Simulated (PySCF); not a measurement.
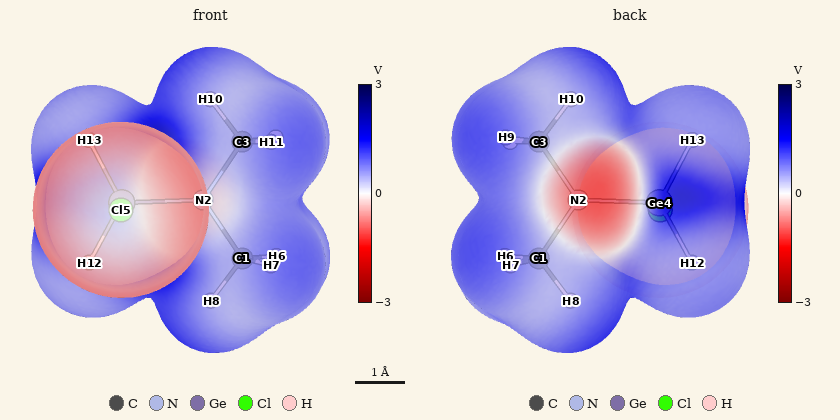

The picture shows: C₂H₈ClGeN (SMILES C[N](C)[GeH2][Cl]). The molecular electrostatic potential painted on the density surface at 0.004 e/bohr³, seen from the front and from behind; red is negative and blue positive.

Geometry: GFN2-xTB.

Theory: PySCF 2.14.0, PBE0/def2-SVPD, SCF density, gas phase.

```xyz
13

C    -0.9234   -1.0352   -0.5471
N    -0.1915   -0.0975    0.2768
C    -0.8161    1.2074    0.3093
Ge    1.6196   -0.2314    0.4006
Cl    2.6552    0.3977   -1.3448
H    -1.9385   -1.1499   -0.1580
H    -0.9915   -0.7105   -1.5931
H    -0.4253   -2.0045   -0.5163
H    -1.8249    1.1215    0.7221
H    -0.2315    1.8690    0.9490
H    -0.8908    1.6604   -0.6872
H     1.9220   -1.6884    0.6305
H     2.0322    0.6618    1.5404
```

Q: Which sites attract a positive test charge, and which a negative one?

A: A positive charge is drawn to the negative regions and a negative charge to the positive ones. The most negative region (about −1.1 V) lies over N2, the most positive (about +2.0 V) over Ge4. N2 is the likeliest acceptor of a hydrogen bond.

Q: How polar is the molecule by this calculation?

A: Its dipole moment is 1.87 D.
